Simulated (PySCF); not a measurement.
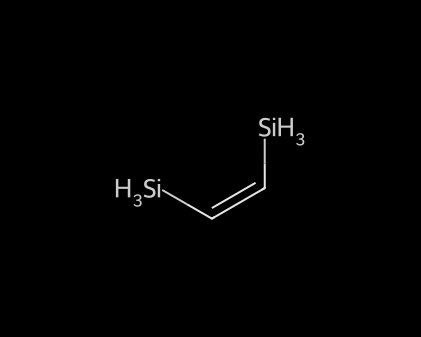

Computed geometry: GFN2-xTB optimisation. No frequency run is at hand to confirm it as a minimum. Method: PBE0/pcSseg-1, gas phase (PySCF 2.14.0).

> Estimate the HOMO energy (Kohn–Sham orbital).

−7.98 eV.

> What is the dipole moment?

0.54 D.

> What is the HOMO–LUMO gap?

7.02 eV.

The geometry is semi-empirical. Around Si such bond lengths and angles can be off by a tenth of an ångström or more and by several degrees, and values that hang on the shape move with them.
